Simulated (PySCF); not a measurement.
**CH3BClFO (SMILES OC(F)BCl): levels of theory compared**

Wanted: a comparison of 5 runs (HF/STO-3G, SVWN5/6-31G*, wB97X/6-31+G*, SVWN5/aug-cc-pVDZ, CCSD/6-31+G*) of CH3BClFO. The job is set up through a Python script.

The results are computed with PySCF 2.14.0.

**1. The molecule**

CH3BClFO has 8 atoms, charge 0, and is taken as a singlet. As SMILES, `OC(F)BCl`. Geometry: relaxed at PBE0-D4/def2-TZVP. This is one conformer, not always the lowest.

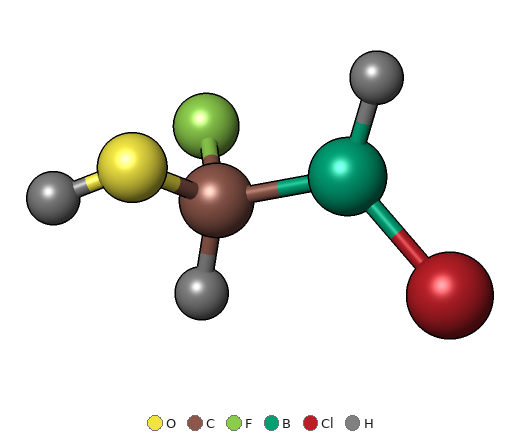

Viewed from a chosen angle; oxygen yellow, carbon brown, fluorine green, boron teal, chlorine red, hydrogen grey.

**2. Energy and forces at HF/STO-3G (run 1)**

Input file input.xyz:

```xyz
8
CH3BClFO
O     -0.045500     0.346900     1.395700
C      0.458900     0.058800     0.147300
F      1.315100    -1.045400     0.209200
B     -0.767200    -0.356700    -0.774700
Cl    -1.105700     0.541100    -2.217200
H      0.620500     0.802400     1.920200
H      1.073200     0.877500    -0.246600
H     -1.457200    -1.281600    -0.489900
```

Input file input.py:

```python
from pyscf import gto, scf

mol = gto.M(
    atom='input.xyz',
    verbose=3,
    basis='sto-3g',
    max_memory=1860,
    spin=0,
)

mf = scf.RHF(mol)
mf.conv_tol = 1e-10
mf.kernel()
if not mf.converged:
    mf = mf.newton().run(mf.mo_coeff, mf.mo_occ)

e_tot = mf.e_tot
print('E = %.10f Eh' % e_tot)
grad = mf.nuc_grad_method().kernel()
mf.analyze()
```

Started as:

```console
$ OMP_NUM_THREADS=1 python input.py
```

The program printed:

```text
converged SCF energy = -689.994389844947
E = -689.9943898449 Eh
--------------- RHF gradients ---------------
         x                y                z
0 O     0.0522880194     0.0044010925    -0.0307669734
1 C    -0.0364217358     0.0169324337     0.0251668708
2 F    -0.0017444480     0.0029744232    -0.0024726774
3 B     0.0174794824     0.0232978812    -0.0129053999
4 Cl     0.0064117098    -0.0112494319     0.0212820315
5 H    -0.0284301094    -0.0127799897    -0.0113260247
6 H     0.0012446385    -0.0099826466     0.0066865537
7 H    -0.0108275568    -0.0135937623     0.0043356195
----------------------------------------------
**** MO energy ****
MO #1   energy= -103.718848825314  occ= 2
MO #2   energy= -25.921770920379   occ= 2
MO #3   energy= -20.2866980718284  occ= 2
MO #4   energy= -11.1531661285005  occ= 2
MO #5   energy= -10.4011230787033  occ= 2
MO #6   energy= -7.84477105069752  occ= 2
MO #7   energy= -7.84038693830333  occ= 2
MO #8   energy= -7.83937270400397  occ= 2
MO #9   energy= -7.51021602173875  occ= 2
MO #10  energy= -1.49530538008634  occ= 2
MO #11  energy= -1.32243243808475  occ= 2
MO #12  energy= -1.05520126291275  occ= 2
MO #13  energy= -0.869037657805953 occ= 2
MO #14  energy= -0.697694056737491 occ= 2
MO #15  energy= -0.642752415990316 occ= 2
MO #16  energy= -0.590679457154353 occ= 2
MO #17  energy= -0.570420853644672 occ= 2
MO #18  energy= -0.504446330683959 occ= 2
MO #19  energy= -0.488751099284295 occ= 2
MO #20  energy= -0.441737553827683 occ= 2
MO #21  energy= -0.436686868922147 occ= 2
MO #22  energy= -0.416248249409161 occ= 2
MO #23  energy= -0.389506052079712 occ= 2
MO #24  energy= -0.369621287920566 occ= 2
MO #25  energy= 0.19470777268016   occ= 0
MO #26  energy= 0.459196988039488  occ= 0
MO #27  energy= 0.569156424109874  occ= 0
MO #28  energy= 0.593664658921065  occ= 0
MO #29  energy= 0.658126068915747  occ= 0
MO #30  energy= 0.682165786177939  occ= 0
MO #31  energy= 0.732739671572959  occ= 0
MO #32  energy= 0.790335042862835  occ= 0
 ** Mulliken atomic charges  **
charge of    0O =     -0.22215
charge of    1C =      0.11715
charge of    2F =     -0.13652
charge of    3B =      0.21070
charge of    4Cl =     -0.10843
charge of    5H =      0.14854
charge of    6H =      0.01906
charge of    7H =     -0.02836
Dipole moment(X, Y, Z, Debye):  0.94266,  0.61020,  1.01192
```

It took 1.3 s on 1 thread of Arm Neoverse V2, shared host; peak memory 0.12 GiB.

**3. Energy and gradient at SVWN5/6-31G(d) (spherical functions) (run 2)**

Input file calc.py:

```python
from pyscf import gto, dft

mol = gto.M(
    atom='''
O     -0.045500     0.346900     1.395700
C      0.458900     0.058800     0.147300
F      1.315100    -1.045400     0.209200
B     -0.767200    -0.356700    -0.774700
Cl    -1.105700     0.541100    -2.217200
H      0.620500     0.802400     1.920200
H      1.073200     0.877500    -0.246600
H     -1.457200    -1.281600    -0.489900
''',
    charge=0,
    basis='6-31g*',
    max_memory=1860,
    spin=0,
    verbose=4,
)

calc0 = dft.RKS(mol)
calc0.xc = 'svwn'
calc0.grids.level = 5
calc0.conv_tol = 1e-10
calc0.kernel()
if not calc0.converged:
    calc0 = calc0.newton().run(calc0.mo_coeff, calc0.mo_occ)

e_final = calc0.e_tot
print(f'total energy: {e_final:.8f} hartree')
grad = calc0.nuc_grad_method().kernel()
dip = calc0.dip_moment()
pop, q = calc0.mulliken_pop()
```

Started as:

```console
$ OMP_NUM_THREADS=1 python calc.py
```

The program printed:

```text
PySCF version 2.14.0

[... 82 lines left out ...]
converged SCF energy = -696.703978369558
total energy: -696.70397837 hartree
[... 12 lines left out ...]
Dipole moment(X, Y, Z, Debye):  0.84443,  1.53880,  0.70772
[... 50 lines left out ...]
pop of  3 B 3py           0.19102
pop of  3 B 3pz           0.08589
pop of  3 B 3dxy          0.01040
pop of  3 B 3dyz          0.01100
pop of  3 B 3dz^2         0.01302
pop of  3 B 3dxz          0.01205
pop of  3 B 3dx2-y2       0.00607
pop of  4 Cl 1s           1.99960
pop of  4 Cl 2s           1.99581
pop of  4 Cl 3s           1.41367
pop of  4 Cl 4s           0.52125
pop of  4 Cl 2px          1.99035
pop of  4 Cl 2py          1.98962
pop of  4 Cl 2pz          1.98842
pop of  4 Cl 3px          1.27307
pop of  4 Cl 3py          1.21869
pop of  4 Cl 3pz          1.14061
pop of  4 Cl 4px          0.58796
pop of  4 Cl 4py          0.51394
pop of  4 Cl 4pz          0.39940
pop of  4 Cl 3dxy         0.00158
pop of  4 Cl 3dyz         0.00759
pop of  4 Cl 3dz^2        0.00594
pop of  4 Cl 3dxz         0.00416
pop of  4 Cl 3dx2-y2      0.00183
pop of  5 H 1s            0.46237
pop of  5 H 2s            0.11246
pop of  6 H 1s            0.51476
pop of  6 H 2s            0.34035
pop of  7 H 1s            0.49227
pop of  7 H 2s            0.43807
 ** Mulliken atomic charges  **
charge of    0O =     -0.56852
charge of    1C =      0.23789
charge of    2F =     -0.28833
charge of    3B =      0.03272
charge of    4Cl =     -0.05350
charge of    5H =      0.42518
charge of    6H =      0.14489
charge of    7H =      0.06966
```

It took 17 s on 1 thread of Arm Neoverse V2, shared host; peak memory 0.44 GiB.

Run 3 isn't shown in full; the table further down has it.

**4. Energy and gradient at SVWN5/aug-cc-pVDZ (run 4)**

Input file calc.py:

```python
import pyscf.grad
from pyscf import gto, dft

molecule = gto.M(
    atom='''
O     -0.045500     0.346900     1.395700
C      0.458900     0.058800     0.147300
F      1.315100    -1.045400     0.209200
B     -0.767200    -0.356700    -0.774700
Cl    -1.105700     0.541100    -2.217200
H      0.620500     0.802400     1.920200
H      1.073200     0.877500    -0.246600
H     -1.457200    -1.281600    -0.489900
''',
    charge=0,
    max_memory=1860,
    basis='aug-cc-pvdz',
    verbose=4,
)

ks = dft.RKS(molecule, xc='svwn')
ks.grids.level = 5
ks.conv_tol = 1e-10
ks.kernel()
if not ks.converged:
    ks = ks.newton().run(ks.mo_coeff, ks.mo_occ)

e_final = ks.e_tot
print('E = %.10f Eh' % e_final)
grad = ks.Gradients().kernel()
ks.analyze()
```

Started as:

```console
$ OMP_NUM_THREADS=1 python calc.py
```

The program printed:

```text
PySCF version 2.14.0

[... 109 lines left out ...]
MO #3   energy= -18.6606301406488  occ= 2
[... 12 lines left out ...]
MO #16  energy= -0.477154160239001 occ= 2
[... 12 lines left out ...]
MO #29  energy= 0.0201225563816561 occ= 0
[... 12 lines left out ...]
MO #42  energy= 0.128958356666682  occ= 0
[... 12 lines left out ...]
MO #55  energy= 0.264663946454824  occ= 0
[... 12 lines left out ...]
MO #68  energy= 0.422599715761433  occ= 0
[... 12 lines left out ...]
MO #81  energy= 0.644804865106796  occ= 0
[... 12 lines left out ...]
MO #94  energy= 0.978657448039784  occ= 0
[... 12 lines left out ...]
MO #107 energy= 1.32229901120928   occ= 0
[... 12 lines left out ...]
MO #120 energy= 1.77005022000731   occ= 0
[... 12 lines left out ...]
MO #133 energy= 2.47640960210562   occ= 0
[... 12 lines left out ...]
MO #146 energy= 4.58573374751559   occ= 0
[... 118 lines left out ...]
pop of  4 Cl 4dz^2        0.00015
pop of  4 Cl 4dxz         0.00026
pop of  4 Cl 4dx2-y2      0.00012
pop of  5 H 1s            0.62881
pop of  5 H 2s            0.00810
pop of  5 H 3s            0.00448
pop of  5 H 2px           0.00263
pop of  5 H 2py           0.00376
pop of  5 H 2pz           0.00231
pop of  5 H 3px           0.00107
pop of  5 H 3py           0.00061
pop of  5 H 3pz           0.00092
pop of  6 H 1s            0.88776
pop of  6 H 2s            0.00441
pop of  6 H 3s            0.00227
pop of  6 H 2px           0.00115
pop of  6 H 2py           0.00134
pop of  6 H 2pz           0.00102
pop of  6 H 3px           0.00090
pop of  6 H 3py           0.00087
pop of  6 H 3pz           0.00092
pop of  7 H 1s            0.94436
pop of  7 H 2s            0.00482
pop of  7 H 3s            0.00233
pop of  7 H 2px           0.00060
pop of  7 H 2py           0.00068
pop of  7 H 2pz           0.00078
pop of  7 H 3px           0.00070
pop of  7 H 3py           0.00038
pop of  7 H 3pz           0.00120
 ** Mulliken atomic charges  **
charge of    0O =     -0.46600
charge of    1C =      0.23457
charge of    2F =     -0.31041
charge of    3B =      0.05074
charge of    4Cl =      0.00027
charge of    5H =      0.34732
charge of    6H =      0.09937
charge of    7H =      0.04415
Dipole moment(X, Y, Z, Debye):  0.49956,  1.66390,  0.37114
```

Wall time 49 s (1 thread of Arm Neoverse V2, shared host); peak memory 1 GiB.

**5. A single-point energy at CCSD/6-31+G(d) (spherical functions) (run 5)**

Input file input.py:

```python
from pyscf import gto, scf, cc

system = gto.Mole()
system.atom = '''
O     -0.045500     0.346900     1.395700
C      0.458900     0.058800     0.147300
F      1.315100    -1.045400     0.209200
B     -0.767200    -0.356700    -0.774700
Cl    -1.105700     0.541100    -2.217200
H      0.620500     0.802400     1.920200
H      1.073200     0.877500    -0.246600
H     -1.457200    -1.281600    -0.489900
'''
system.basis = '6-31+g*'
system.verbose = 3
system.max_memory = 1860
system.build()

mf = scf.RHF(system)
mf.conv_tol = 1e-10
mf.kernel()
if not mf.converged:
    mf = mf.newton().run(mf.mo_coeff, mf.mo_occ)

mycc = cc.CCSD(mf, frozen=9)
mycc.kernel()
energy = mycc.e_tot
print('E = %.10f Eh' % energy)
dip = mf.dip_moment()
pop, q = mf.mulliken_pop()
```

Started as:

```console
$ OMP_NUM_THREADS=1 python input.py
```

The program printed:

```text
converged SCF energy = -698.107348267185
E(CCSD) = -698.8275944223041  E_corr = -0.7202461551188039
E = -698.8275944223 Eh
Dipole moment(X, Y, Z, Debye):  0.64025,  1.74628,  0.53331
 ** Mulliken pop  **
pop of  0 O 1s            1.99785
pop of  0 O 2s            0.88815
pop of  0 O 3s            1.02208
pop of  0 O 4s           -0.03842
pop of  0 O 2px           0.98490
pop of  0 O 2py           1.06747
pop of  0 O 2pz           0.85170
pop of  0 O 3px           0.65518
pop of  0 O 3py           0.71901
pop of  0 O 3pz           0.52309
pop of  0 O 4px           0.01953
pop of  0 O 4py           0.02976
pop of  0 O 4pz          -0.00535
pop of  0 O 3dxy          0.00675
pop of  0 O 3dyz          0.00373
pop of  0 O 3dz^2         0.00508
pop of  0 O 3dxz          0.01324
pop of  0 O 3dx2-y2       0.00316
pop of  1 C 1s            1.99771
pop of  1 C 2s            0.66450
pop of  1 C 3s            0.45319
pop of  1 C 4s            0.09666
pop of  1 C 2px           0.66478
pop of  1 C 2py           0.56226
pop of  1 C 2pz           0.62170
pop of  1 C 3px           0.23222
pop of  1 C 3py           0.16941
pop of  1 C 3pz           0.12627
pop of  1 C 4px           0.02752
pop of  1 C 4py           0.02266
pop of  1 C 4pz           0.01870
pop of  1 C 3dxy          0.02912
pop of  1 C 3dyz          0.01912
pop of  1 C 3dz^2         0.02513
pop of  1 C 3dxz          0.02217
pop of  1 C 3dx2-y2       0.01257
pop of  2 F 1s            1.99792
pop of  2 F 2s            0.92929
pop of  2 F 3s            1.06800
pop of  2 F 4s           -0.05267
pop of  2 F 2px           1.08767
pop of  2 F 2py           1.02514
pop of  2 F 2pz           1.17163
pop of  2 F 3px           0.69547
pop of  2 F 3py           0.65656
pop of  2 F 3pz           0.73882
pop of  2 F 4px           0.01954
pop of  2 F 4py           0.00721
pop of  2 F 4pz           0.04230
pop of  2 F 3dxy          0.00716
pop of  2 F 3dyz          0.00149
pop of  2 F 3dz^2         0.00258
pop of  2 F 3dxz          0.00110
pop of  2 F 3dx2-y2       0.00319
pop of  3 B 1s            1.99772
pop of  3 B 2s            0.60789
pop of  3 B 3s            0.35751
pop of  3 B 4s            0.01138
pop of  3 B 2px           0.46640
pop of  3 B 2py           0.43509
pop of  3 B 2pz           0.42423
pop of  3 B 3px           0.13532
pop of  3 B 3py           0.15307
pop of  3 B 3pz           0.07430
pop of  3 B 4px           0.00152
pop of  3 B 4py           0.00627
pop of  3 B 4pz           0.00106
pop of  3 B 3dxy          0.01585
pop of  3 B 3dyz          0.01601
pop of  3 B 3dz^2         0.01694
pop of  3 B 3dxz          0.01811
pop of  3 B 3dx2-y2       0.00870
pop of  4 Cl 1s           1.99967
pop of  4 Cl 2s           1.99835
pop of  4 Cl 3s           1.34712
pop of  4 Cl 4s           0.61729
pop of  4 Cl 5s          -0.04547
pop of  4 Cl 2px          1.99418
pop of  4 Cl 2py          1.99368
pop of  4 Cl 2pz          1.99283
pop of  4 Cl 3px          1.27094
pop of  4 Cl 3py          1.21594
pop of  4 Cl 3pz          1.13012
pop of  4 Cl 4px          0.61748
pop of  4 Cl 4py          0.54323
pop of  4 Cl 4pz          0.41333
pop of  4 Cl 5px          0.00363
pop of  4 Cl 5py         -0.00191
pop of  4 Cl 5pz         -0.01388
pop of  4 Cl 3dxy         0.00158
pop of  4 Cl 3dyz         0.00959
pop of  4 Cl 3dz^2        0.00703
pop of  4 Cl 3dxz         0.00343
pop of  4 Cl 3dx2-y2      0.00151
pop of  5 H 1s            0.45788
pop of  5 H 2s            0.01785
pop of  6 H 1s            0.53776
pop of  6 H 2s            0.26696
pop of  7 H 1s            0.51754
pop of  7 H 2s            0.43996
 ** Mulliken atomic charges  **
charge of    0O =     -0.74692
charge of    1C =      0.23431
charge of    2F =     -0.40242
charge of    3B =      0.25263
charge of    4Cl =     -0.09965
charge of    5H =      0.52427
charge of    6H =      0.19528
charge of    7H =      0.04250
```

Wall time 41 s (1 thread of Arm Neoverse V2, shared host); peak memory 0.68 GiB.

**6. Overview of the runs**

```csv
run,level,integration grid,task,energy (Eh),dipole moment (D) of the reference,HOMO energy (eV),LUMO energy (eV),wall time
1,HF/STO-3G,–,gradient,-689.994390,1.51,-10.06,5.30,1.3 s
2,SVWN5/6-31G* (spherical functions),5,gradient,-696.703978,1.89,-6.86,-2.79,17 s
3,wB97X/6-31+G* (spherical functions),5,gradient,-699.976441,1.91,-11.19,0.39,58 s
4,SVWN5/aug-cc-pVDZ,5,gradient,-696.787738,1.78,-7.30,-3.21,49 s
5,CCSD/6-31+G* (spherical functions),–,energy,-698.827594,1.93,-12.23,1.40,41 s
```

**7. Summary of results**

```
                                          quantity          value
                               run 5: total energy  -698.82759 Eh
       run 5: dipole moment (Hartree–Fock density)         1.93 D
        run 5: HOMO energy (Hartree–Fock orbitals)      -12.23 eV
        run 5: LUMO energy (Hartree–Fock orbitals)        1.40 eV
      run 5: HOMO–LUMO gap (Hartree–Fock orbitals)       13.63 eV
run 5: correlation energy (9 core orbitals frozen)     -720.2 mEh
                              run 5: T1 diagnostic          0.015
```

Over runs 1, 2, 3, 4 the dipole moment (its size) runs from 1.51 D (HF/STO-3G) to 1.91 D (wB97X/6-31+G*). The two ends differ in method and basis. Over runs 1, 2, 3, 4 the HOMO–LUMO gap runs from 4.06 eV (SVWN5/6-31G*) to 15.36 eV (HF/STO-3G). Totals of different functionals can't be ranked against each other. In run 1 the basis is minimal, so the values are rough. All runs together took 2.8 min, the longest 58 s.
